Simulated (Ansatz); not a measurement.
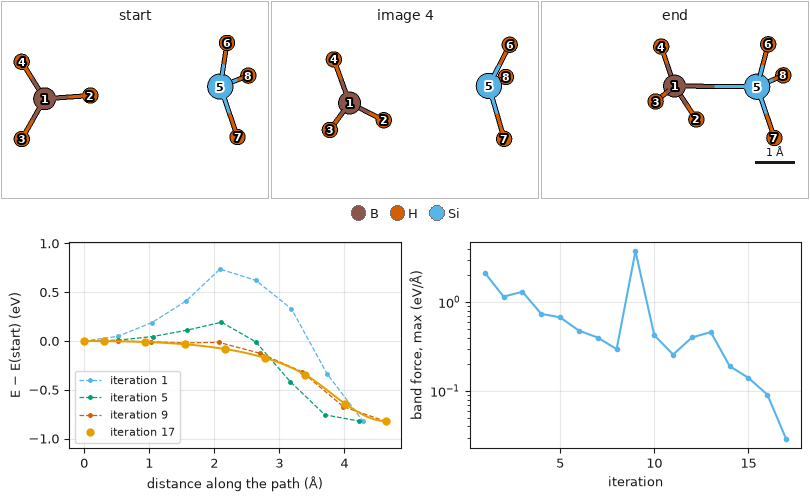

A search for the minimum-energy path of BSiH$_{6}$ (multiplicity 2), made up at the start of BH₃ and SiH₃ by the nudged elastic band. Images are numbered from 0 (start) to 8 (end). The plot follows the band through its iterations. A ball-and-stick model, seen at a tilt.

The calculation used UKS B3LYP-D4/def2-SVP in Ansatz. Set-up: 7 movable images; climbing image; force threshold 0.05 eV/Å; iteration limit 60; spring constant 50.0 eV/Å²; starting path through a guess of the saddle point.

> Judge this run.

The run is converged, with reservations. The band converged in 17 iterations. The largest component of the band force went from 2.1 to 0.029 eV/Å. The spring constant is far from the usual few eV/Å², which spoils the spacing or the steps. The first iteration put the highest image at 0.74 eV. No barrier shows: the energy is highest at the start, and the end lies 0.82 eV below the start.

Limits of the set-up: the start holds two separate molecules, 3.4 Å apart at their closest, whose relative position is a soft coordinate.

Cost: 4.4 min on 1 thread of Arm Neoverse V1, on a shared host, peak memory 0.14 GiB.
